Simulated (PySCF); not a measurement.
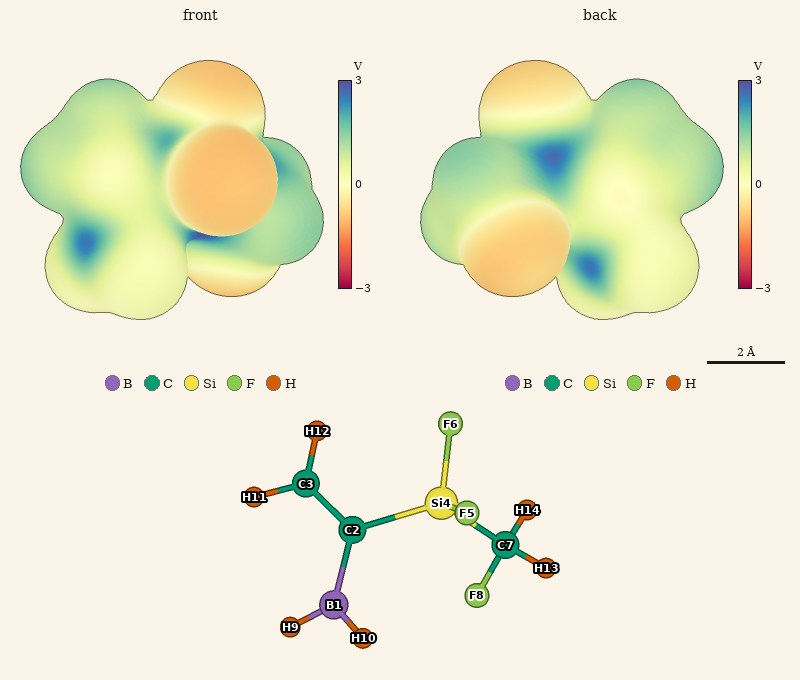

The picture shows: C3H6BF3Si. The molecular electrostatic potential painted on the density surface at 0.004 e/bohr³, seen from the front and from behind; red is negative and blue positive. The bare structure is drawn below in the same view.

Geometry: GFN2-xTB.

Theory: BP86/pcSseg-1, SCF density, gas phase, non-relativistic (PySCF).

```
atom    x (Å)    y (Å)    z (Å)
   B  -1.8926   0.3268   0.5866
   C  -0.8372   0.1999  -0.5478
   C  -1.2008  -0.0539  -1.8133
  Si   0.9805   0.4556  -0.1471
   F   1.3233   1.9652   0.2855
   F   1.9121   0.3156  -1.4509
   C   1.7013  -0.6943   1.1974
   F   0.7164  -1.4565   1.7981
   H  -2.8677  -0.3131   0.5469
   H  -1.7135   1.0794   1.4612
   H  -2.2386  -0.1789  -2.0813
   H  -0.4933  -0.1108  -2.6270
   H   2.1830  -0.1318   2.0018
   H   2.4271  -1.4034   0.7898
```

Q: Describe the electrostatic potential map.

A: The most negative region (about −1.0 V, or −23 kcal/mol for a unit charge) lies over F5, the most positive (about +2.6 V, or +60 kcal/mol for a unit charge) over B1 and Si4.

Q: What dipole moment does the calculation give?

A: Its dipole moment is 1.25 D.
